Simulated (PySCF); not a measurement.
# SiHF₃: NMR shifts at several levels of theory

How much do the NMR shifts of SiHF₃ (`F[SiH](F)F`) depend on the level of theory, and what does each level cost?

Computed with PySCF 2.14.0, with density-fitted response routines of our own, on a single molecule in the gas phase. Atoms count from 0, in the outputs and in this text.

## (1) Starting geometry

5 atoms, charge 0, multiplicity 1; geometry from: GFN2-xTB. The atoms were then displaced at random by about 0.01 Å, so the start is not that level's minimum.

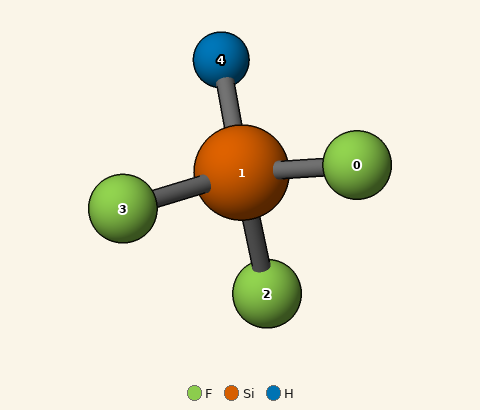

The starting geometry (fluorine green, silicon orange, hydrogen blue), atoms numbered; sticks join atoms by distance.

## (2) Relaxing the molecule at PBE0-D3(BJ)/def2-SVP

The job: settings as JSON, then the geometry in Å.

```
{"job": {"xc": "PBE0", "basis": "def2-SVP", "d3": "d3bj", "grid": 1, "shake": 0.01, "kind": "geom"}, "charge": 0, "multiplicity": 1}
F     -0.424710     1.322090    -0.615810
Si    -0.015700    -0.002520     0.082800
F     -0.840470    -1.139470    -0.660260
F      1.531620    -0.221060    -0.332030
H     -0.217170     0.006980     1.487410
```

The run is started by

```console
OMP_NUM_THREADS=1 python probes_run.py task.json out
```

This one command runs all jobs of the session in turn.

The log of the run:

```text
step   0  E = -589.06365935  max force = 0.037880
step   1  E = -589.06544154  max force = 0.018510
step   2  E = -589.06767300  max force = 0.001934
step   3  E = -589.06773593  max force = 0.000568
step   4  E = -589.06775264  max force = 0.000261
step   5  E = -589.06776713  max force = 0.000533
step   6  E = -589.06780488  max force = 0.001244
step   7  E = -589.06782786  max force = 0.001124
step   8  E = -589.06785692  max force = 0.000198
step   9  E = -589.06785987  max force = 0.000088
optimisation converged
```

Run time: 10 s. Hardware: 1 thread of Arm Neoverse V1, shared host; peak memory 0.29 GiB.

Along the way:

```tsv
step	energy from step 0 (eV)	largest force component (eV/Å)
0	0.0000	1.9479
1	-0.0485	0.9518
2	-0.1092	0.0995
3	-0.1109	0.0292
4	-0.1114	0.0134
5	-0.1118	0.0274
6	-0.1128	0.0640
7	-0.1134	0.0578
8	-0.1142	0.0102
9	-0.1143	0.0045
```

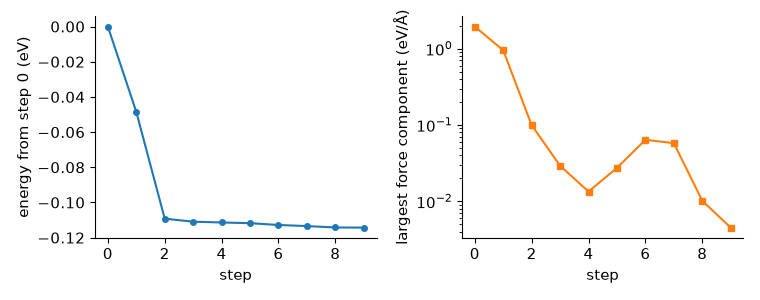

Energy and force, step by step.

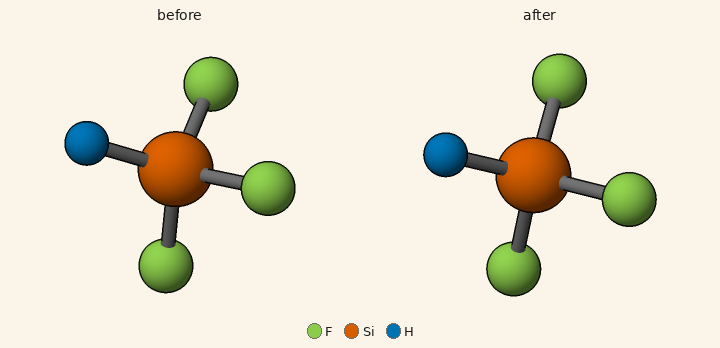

Before and after, at one scale.

Distances of close pairs at the start and the end, largest changes first:

```tsv
bond	before (Å)	after (Å)	change (Å)
Si1–H4	1.419	1.466	+0.047
F0–Si1	1.552	1.599	+0.046
Si1–F3	1.617	1.599	-0.018
Si1–F2	1.589	1.599	+0.010
```

The end geometry stands in the next job.

```tsv
at the end point	value
point group (found at 0.08 Å tolerance)	C3v
rotational constants (GHz, main isotopes)	6.922, 6.910, 3.975
dipole moment (D)	1.49
```

## (3) NMR shieldings: PBE0/6-31G*

The job: settings as JSON, then the geometry in Å.

```
{"job": {"kind": "nmr", "xc": "PBE0", "basis": "6-31G*", "pop": true}, "charge": 0, "multiplicity": 1}
F     -0.131182     1.414772    -0.502896
Si     0.179740    -0.027689     0.112549
F     -0.653304    -1.110981    -0.717306
F      1.734744    -0.329817    -0.102254
H     -0.169754    -0.075885     1.535441
```

With the program's defaults for keys left out, this is: GIAO PBE0/6-31G* NMR shielding, non-relativistic, gas phase.

The log of the run:

```text
coarse grid: 5504 points
cycle   1  E = -589.2453203218  dE =  3.180e-01  |g| = 8.701e-01  |ddm| = 2.037e+00
cycle   2  E = -589.1154213662  dE =  1.299e-01  |g| = 1.266e+00  |ddm| = 1.323e+00
cycle   3  E = -589.3720458972  dE = -2.566e-01  |g| = 1.350e-02  |ddm| = 7.749e-01
cycle   4  E = -589.3720819634  dE = -3.607e-05  |g| = 4.327e-03  |ddm| = 1.789e-02
cycle   5  E = -589.3720859509  dE = -3.987e-06  |g| = 3.296e-04  |ddm| = 4.341e-03
final grid: 52112 points
cycle   6  E = -589.3730056001  dE = -8.120e-06  |g| = 1.516e-03  |ddm| = 6.503e-03
cycle   7  E = -589.3730053483  dE =  2.519e-07  |g| = 2.025e-03  |ddm| = 2.013e-03
cycle   8  E = -589.3730059837  dE = -6.354e-07  |g| = 4.285e-05  |ddm| = 1.148e-03
cycle   9  E = -589.3730059839  dE = -2.499e-10  |g| = 2.807e-05  |ddm| = 4.448e-05
converged SCF energy = -589.3730059839

GIAO shielding tensors (ppm)
atom      isotropic    diamagn.    paramagn.     s11        s22        s33       span
  0 F      320.038     467.981    -147.943    260.320    289.881    409.912    149.592
  1 Si     461.427     875.844    -414.417    457.876    457.959    468.447     10.571
  2 F      320.039     468.018    -147.978    260.286    289.878    409.954    149.668
  3 F      320.034     467.632    -147.598    260.356    289.928    409.819    149.463
  4 H       26.870      28.364      -1.493     23.595     23.596     33.419      9.824
```

Wall time 2.3 s (1 thread of Arm Neoverse V1, shared host); peak memory 0.34 GiB.

The references, computed at this level on geometries of the same kind, shield at (ppm): ¹H TMS 31.96, ²⁹Si TMS 418.1, ¹⁹F CFCl3 198.9. Their shielding less the atom's gives the shift. The references are single molecules in the gas phase, so shifts against H2O, NH3, PH3, H3PO4 or CFCl3 are not on the usual liquid scales and can be off by tens of ppm. Atoms listed in one row are averaged.

```tsv
atoms	environment	σ (ppm)	δ (ppm)
H4	hydrogen on a silicon bonded to 3 F	26.87	5.09
F0, F2, F3	fluorine bonded to Si	320.0	-121.1
Si1	silicon bonded to 3 F, H	461.4	-43.3
```

Charges from the same density, by scheme (e):

```tsv
atoms	Mulliken	IAO	Hirshfeld	ESP fit
F0, F2, F3	-0.39	-0.51	-0.18	-0.26
Si1	1.26	1.69	0.59	0.85
```

Hirshfeld charges:

```tsv
atom	value (e)
F0	-0.18
Si1	0.59
F2	-0.18
F3	-0.18
H4	-0.04
```

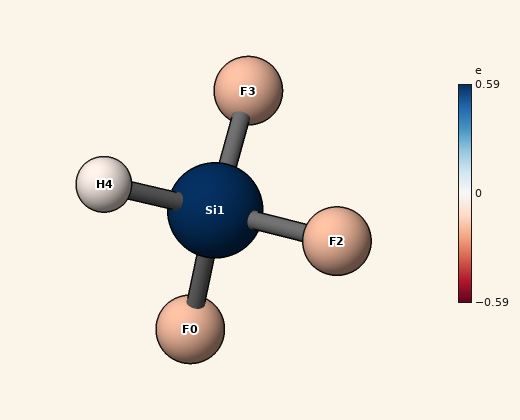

Hirshfeld charges, as colours on the atoms.

Mayer bond orders: F0–Si1 0.99, Si1–F2 0.99, Si1–F3 0.99.

## (4) Shielding tensors: PBE0/6-311+G(2d,p)

The job: settings as JSON, then the geometry in Å.

```
{"job": {"kind": "nmr", "xc": "PBE0", "basis": "6-311+G(2d,p)", "pop": true}, "charge": 0, "multiplicity": 1}
F     -0.131182     1.414772    -0.502896
Si     0.179740    -0.027689     0.112549
F     -0.653304    -1.110981    -0.717306
F      1.734744    -0.329817    -0.102254
H     -0.169754    -0.075885     1.535441
```

Level: GIAO PBE0/6-311+G(2d,p) NMR shielding, non-relativistic, gas phase.

The log of the run:

```text
coarse grid: 5504 points
cycle   1  E = -589.3905085285  dE =  2.916e-01  |g| = 8.599e-01  |ddm| = 1.970e+00
cycle   2  E = -589.2435782239  dE =  1.469e-01  |g| = 1.339e+00  |ddm| = 1.040e+00
cycle   3  E = -589.5034653648  dE = -2.599e-01  |g| = 3.161e-02  |ddm| = 6.117e-01
cycle   4  E = -589.5035825011  dE = -1.171e-04  |g| = 1.051e-02  |ddm| = 2.737e-02
cycle   5  E = -589.5035962678  dE = -1.377e-05  |g| = 4.301e-04  |ddm| = 7.056e-03
cycle   6  E = -589.5035963162  dE = -4.838e-08  |g| = 2.766e-04  |ddm| = 7.243e-04
final grid: 52112 points
cycle   7  E = -589.5213732355  dE = -2.952e-05  |g| = 3.377e-03  |ddm| = 1.035e-02
cycle   8  E = -589.5213718966  dE =  1.339e-06  |g| = 4.463e-03  |ddm| = 3.150e-03
cycle   9  E = -589.5213745939  dE = -2.697e-06  |g| = 2.627e-04  |ddm| = 1.946e-03
cycle  10  E = -589.5213746037  dE = -9.832e-09  |g| = 4.570e-05  |ddm| = 1.451e-04
cycle  11  E = -589.5213746039  dE = -1.957e-10  |g| = 2.257e-05  |ddm| = 3.193e-05
converged SCF energy = -589.5213746039

GIAO shielding tensors (ppm)
atom      isotropic    diamagn.    paramagn.     s11        s22        s33       span
  0 F      316.352     471.264    -154.911    265.538    281.101    402.418    136.880
  1 Si     412.338     870.491    -458.153    405.980    406.105    424.929     18.948
  2 F      316.361     471.340    -154.979    265.502    281.107    402.475    136.973
  3 F      316.337     470.564    -154.227    265.573    281.119    402.319    136.746
  4 H       26.454      27.036      -0.582     23.418     23.419     32.523      9.105
```

It took 4.6 s on 1 thread of Arm Neoverse V1, shared host; peak memory 0.47 GiB.

Key values: δ F0 -141.6, Si1 -67.9, H4 5.06 ppm (means over like atoms).

## (5) Nuclear shieldings: PBE0/def2-SVP

The job: settings as JSON, then the geometry in Å.

```
{"job": {"kind": "nmr", "xc": "PBE0", "basis": "def2-SVP", "pop": true}, "charge": 0, "multiplicity": 1}
F     -0.131182     1.414772    -0.502896
Si     0.179740    -0.027689     0.112549
F     -0.653304    -1.110981    -0.717306
F      1.734744    -0.329817    -0.102254
H     -0.169754    -0.075885     1.535441
```

Method: GIAO PBE0/def2-SVP NMR shielding, non-relativistic, gas phase.

The log of the run:

```text
coarse grid: 5504 points
cycle   1  E = -588.8700620579  dE =  2.939e-01  |g| = 8.544e-01  |ddm| = 2.225e+00
cycle   2  E = -588.7427445200  dE =  1.273e-01  |g| = 1.245e+00  |ddm| = 1.414e+00
cycle   3  E = -588.9948806240  dE = -2.521e-01  |g| = 2.011e-02  |ddm| = 8.233e-01
cycle   4  E = -588.9949492839  dE = -6.866e-05  |g| = 5.655e-03  |ddm| = 2.612e-02
cycle   5  E = -588.9949553680  dE = -6.084e-06  |g| = 3.401e-04  |ddm| = 6.529e-03
final grid: 52112 points
cycle   6  E = -589.0658900080  dE = -7.891e-06  |g| = 7.132e-04  |ddm| = 5.099e-03
cycle   7  E = -589.0658899858  dE =  2.221e-08  |g| = 8.487e-04  |ddm| = 1.074e-03
cycle   8  E = -589.0658901007  dE = -1.150e-07  |g| = 7.263e-05  |ddm| = 5.577e-04
cycle   9  E = -589.0658901015  dE = -8.084e-10  |g| = 1.343e-05  |ddm| = 5.151e-05
converged SCF energy = -589.0658901015

GIAO shielding tensors (ppm)
atom      isotropic    diamagn.    paramagn.     s11        s22        s33       span
  0 F      321.403     467.346    -145.944    265.004    292.998    406.206    141.202
  1 Si     472.807     879.065    -406.258    466.135    466.218    486.069     19.934
  2 F      321.407     467.399    -145.992    264.965    293.001    406.254    141.289
  3 F      321.397     466.854    -145.457    265.045    293.040    406.107    141.062
  4 H       26.962      28.974      -2.012     23.808     23.808     33.271      9.463
```

It took 2.2 s on 1 thread of Arm Neoverse V1, shared host; peak memory 0.47 GiB.

This run: δ F0 -106.8, Si1 -65.6, H4 4.38 ppm (means over like atoms).

## (6) Shielding tensors: PBE0/def2-TZVP

The job: settings as JSON, then the geometry in Å.

```
{"job": {"kind": "nmr", "xc": "PBE0", "basis": "def2-TZVP", "pop": true}, "charge": 0, "multiplicity": 1}
F     -0.131182     1.414772    -0.502896
Si     0.179740    -0.027689     0.112549
F     -0.653304    -1.110981    -0.717306
F      1.734744    -0.329817    -0.102254
H     -0.169754    -0.075885     1.535441
```

With the program's defaults for keys left out, this is: GIAO PBE0/def2-TZVP NMR shielding, non-relativistic, gas phase.

The log of the run:

```text
coarse grid: 5504 points
cycle   1  E = -589.4443081959  dE =  2.850e-01  |g| = 8.547e-01  |ddm| = 1.949e+00
cycle   2  E = -589.2999258547  dE =  1.444e-01  |g| = 1.335e+00  |ddm| = 9.299e-01
cycle   3  E = -589.5560997160  dE = -2.562e-01  |g| = 2.331e-02  |ddm| = 5.497e-01
cycle   4  E = -589.5561626526  dE = -6.294e-05  |g| = 9.382e-03  |ddm| = 2.371e-02
cycle   5  E = -589.5561740883  dE = -1.144e-05  |g| = 4.529e-04  |ddm| = 6.413e-03
cycle   6  E = -589.5561741427  dE = -5.436e-08  |g| = 3.164e-04  |ddm| = 7.731e-04
final grid: 52112 points
cycle   7  E = -589.5654749169  dE = -3.140e-05  |g| = 3.146e-03  |ddm| = 9.390e-03
cycle   8  E = -589.5654737574  dE =  1.160e-06  |g| = 4.216e-03  |ddm| = 2.829e-03
cycle   9  E = -589.5654761689  dE = -2.412e-06  |g| = 2.285e-04  |ddm| = 1.695e-03
cycle  10  E = -589.5654761757  dE = -6.772e-09  |g| = 5.089e-05  |ddm| = 1.332e-04
cycle  11  E = -589.5654761760  dE = -3.314e-10  |g| = 1.293e-05  |ddm| = 3.872e-05
converged SCF energy = -589.5654761760

GIAO shielding tensors (ppm)
atom      isotropic    diamagn.    paramagn.     s11        s22        s33       span
  0 F      309.181     465.345    -156.163    253.786    268.943    404.815    151.029
  1 Si     405.163     876.735    -471.572    398.992    399.121    417.375     18.383
  2 F      309.193     465.383    -156.190    253.752    268.959    404.869    151.117
  3 F      309.167     464.966    -155.798    253.828    268.961    404.713    150.885
  4 H       26.505      28.383      -1.877     23.594     23.595     32.327      8.733
```

Run time: 5.5 s. Hardware: 1 thread of Arm Neoverse V1, shared host; peak memory 0.66 GiB.

This run: δ F0 -130.3, Si1 -73.6, H4 4.98 ppm (means over like atoms).

## (7) Nuclear shieldings: PBE0/cc-pVDZ

The job: settings as JSON, then the geometry in Å.

```
{"job": {"kind": "nmr", "xc": "PBE0", "basis": "cc-pVDZ", "pop": true}, "charge": 0, "multiplicity": 1}
F     -0.131182     1.414772    -0.502896
Si     0.179740    -0.027689     0.112549
F     -0.653304    -1.110981    -0.717306
F      1.734744    -0.329817    -0.102254
H     -0.169754    -0.075885     1.535441
```

Method: GIAO PBE0/cc-pVDZ NMR shielding, non-relativistic, gas phase.

The log of the run:

```text
coarse grid: 5504 points
cycle   1  E = -589.2564869243  dE =  3.651e-01  |g| = 8.662e-01  |ddm| = 3.811e+00
cycle   2  E = -589.1195073451  dE =  1.370e-01  |g| = 1.279e+00  |ddm| = 3.170e+00
cycle   3  E = -589.3855086607  dE = -2.660e-01  |g| = 2.233e-02  |ddm| = 1.758e+00
cycle   4  E = -589.3855934831  dE = -8.482e-05  |g| = 5.763e-03  |ddm| = 5.339e-02
cycle   5  E = -589.3855997324  dE = -6.249e-06  |g| = 3.773e-04  |ddm| = 1.778e-02
final grid: 52112 points
cycle   6  E = -589.3886069524  dE = -9.540e-06  |g| = 9.242e-04  |ddm| = 1.521e-02
cycle   7  E = -589.3886069033  dE =  4.907e-08  |g| = 1.158e-03  |ddm| = 3.186e-03
cycle   8  E = -589.3886071183  dE = -2.150e-07  |g| = 7.538e-05  |ddm| = 1.601e-03
cycle   9  E = -589.3886071193  dE = -9.596e-10  |g| = 2.322e-05  |ddm| = 1.913e-04
converged SCF energy = -589.3886071193

GIAO shielding tensors (ppm)
atom      isotropic    diamagn.    paramagn.     s11        s22        s33       span
  0 F      319.017     466.414    -147.397    263.455    289.945    403.650    140.195
  1 Si     472.931     880.860    -407.930    468.950    469.018    480.824     11.874
  2 F      319.023     466.459    -147.436    263.413    289.957    403.700    140.286
  3 F      319.012     465.981    -146.969    263.507    289.982    403.547    140.040
  4 H       26.851      29.140      -2.289     23.622     23.623     33.308      9.686
```

Wall time 2.4 s (1 thread of Arm Neoverse V1, shared host); peak memory 0.49 GiB.

Key values: δ F0 -118.1, Si1 -54.3, H4 4.44 ppm (means over like atoms).

[end of part 1 of 2]
